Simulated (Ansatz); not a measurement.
# wB97M-V/STO-3G run of [GeH3]− (SMILES [H][Ge-]([H])[H])

Aim: the energy change on altering one bond length of [GeH3]− at wB97M-V/STO-3G, from 2 runs. 

Program for the calculation: Ansatz 0.2.0.

5 further runs of the same task are left out: 4 that didn't finish, 1 set aside as unsound or not needed.

**1. The molecule**

[GeH3]−: 4 atoms, total charge -1, spin state singlet. SMILES: `[H][Ge-]([H])[H]`. Geometry: a GFN2-xTB relaxation, a rough one for these elements and not checked as a minimum.

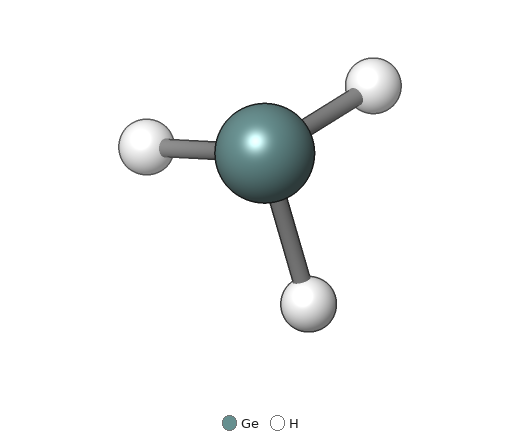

Viewed from a chosen angle; germanium teal, hydrogen white.

**2. A single-point energy at wB97M-V/STO-3G**

The input, in.yaml:

```yaml
crystal:
  periodic: [false, false, false]
  atoms:
    - symbol: Ge
      position_ang: [-0.007520, 0.005800, 0.768010]
    - symbol: H
      position_ang: [1.421950, -0.031460, -0.244430]
    - symbol: H
      position_ang: [-0.677460, 1.249470, -0.271720]
    - symbol: H
      position_ang: [-0.736970, -1.223820, -0.251850]
basis:
  gaussian: {orbitals: STO-3G}
hamiltonian: {xc: {name: wB97M-V}}
total_charge: -1
magnetization: {spin_polarized: false, initial_magnetization: 0}
accuracy: high
```

Run with:

```bash
$ ansatz run in.yaml --threads 1 --pin off --max-ram 2610MiB --events-out events.jsonl --progress --plain --runs-dir runs
```

Log:

```text
Warning: RAYON_NUM_THREADS=1 ignored (pool sized by the plan → 1); use --threads N
Functional definition: wB97M-V
  name "wB97M-V"
  parameter omega = 0.3/bohr
  parameter cx = 0.15
  parameter cx01 = 1.007
  parameter cx10 = 0.259
  parameter css00 = 0.443
  parameter css04 = -1.437
  parameter css10 = -4.535
  parameter css20 = -3.390
  parameter css43 = 4.278
  parameter cos00 = 1.000
  parameter cos10 = 1.358
  parameter cos20 = 2.924
  parameter cos21 = -8.812
  parameter cos60 = -1.390
  parameter cos61 = 9.142
  parameter b = 6.0
  parameter c = 0.01
  gx(w, u) = 1 - cx + cx01*u + cx10*w
  gss(w, u) = css00 + css04*u^4 + css10*w + css20*w^2 + css43*w^4*u^3
  gos(w, u) = cos00 + cos10*w + (cos20 + cos21*u)*w^2 + (cos60 + cos61*u)*w^6
  exchange = spin_sum(e_x_unif_sr(omega)*gx(b97_w, b97_u_x)) + cx*exact_x_sr(omega) + exact_x_lr(omega)
  correlation = spin_sum(e_c_pw_mod_same_spin*gss(b97_w, b97_u_same))
      + integral(e_c_pw_mod_opposite_spin*gos(b97_w_opposite, b97_u_opposite)) + vv10(b, c)
256 factors; integrals over basis functions are off by at most 1.4e-8 eV
96 factors; integrals over basis functions are off by at most 2.3e-9 eV
mean field evaluation 1: about -55910.4166 eV, gradient 7.6e0 eV
mean field evaluation 2: about -55910.6875 eV, gradient 3.0e0 eV
mean field evaluation 4: about -55910.7373 eV, gradient 9.4e-2 eV
mean field evaluation 8: about -55910.7007 eV, gradient 2.0e-3 eV
mean field evaluation 16: about -55910.7007 eV, gradient 7.7e-7 eV
mean field -55910.70072412 eV, -2054.6803539772 hartree, gradient 7.3e-8 eV, S^2 0.000000; 0 other end points of the search recorded, 0 dependent functions left out
reference -55910.70072646 eV, -2054.6803540633 hartree; 18, 18 occupied and 3, 3 virtual orbitals, 256 factors
Total energy: -55910.70072646 eV, -2054.6803540633 hartree
```

Run time: 11 s. Hardware: 1 thread of Arm Neoverse V1, shared host; peak memory 0.22 GiB.

**3. The distorted shape**

The input, molecule.yaml:

```yaml
crystal:
  periodic: [false, false, false]
  atoms:
    - {symbol: Ge, position_ang: [0.174831, 0.313185, 1.022959]}
    - {symbol: H, position_ang: [1.604301, 0.275925, 0.010519]}
    - {symbol: H, position_ang: [-0.495109, 1.556855, -0.016771]}
    - {symbol: H, position_ang: [-0.736970, -1.223820, -0.251850]}
basis:
  gaussian:
    orbitals: STO-3G
total_charge: -1
hamiltonian:
  xc: {name: wB97M-V}
accuracy: high
```

Run with:

```bash
$ ansatz run molecule.yaml --threads 1 --pin off --max-ram 2610MiB --events-out events.jsonl --progress --plain --runs-dir runs
```

Log (excerpt; [...] marks lines left out):

```text
Warning: RAYON_NUM_THREADS=1 ignored (pool sized by the plan → 1); use --threads N
[... 2 set-up lines as earlier in the session ...]
[...]
  gx(w, u) = 1 - cx + cx01*u + cx10*w
  gss(w, u) = css00 + css04*u^4 + css10*w + css20*w^2 + css43*w^4*u^3
  gos(w, u) = cos00 + cos10*w + (cos20 + cos21*u)*w^2 + (cos60 + cos61*u)*w^6
[...]
      + integral(e_c_pw_mod_opposite_spin*gos(b97_w_opposite, b97_u_opposite)) + vv10(b, c)
255 factors; integrals over basis functions are off by at most 1.9e-8 eV
97 factors; integrals over basis functions are off by at most 5.3e-10 eV
[...]
mean field -55908.95913464 eV, -2054.6163517443 hartree, gradient 8.2e-8 eV, S^2 0.000000; 0 other end points of the search recorded, 0 dependent functions left out
reference -55908.95913706 eV, -2054.6163518335 hartree; 18, 18 occupied and 3, 3 virtual orbitals, 255 factors
Total energy: -55908.95913706 eV, -2054.6163518335 hartree
```

Wall time 12 s (1 thread of Arm Neoverse V1, shared host); peak memory 0.22 GiB.

**4. What came out**

Level: wB97M-V/STO-3G.

| quantity | value |
| --- | --- |
| first shape: total energy | -2054.68035 Eh |
| distorted shape: total energy | -2054.61635 Eh |
| energy change with the Ge1–H4 bond stretched from 1.756 to 2.195 Å | 1.742 eV |

What this shows: With the Ge1–H4 bond stretched from 1.756 to 2.195 Å the energy rises by 1.74 eV (40 kcal/mol). The first shape isn't relaxed at this level, so the change isn't measured from a minimum. The minimal basis adds a large error of its own.
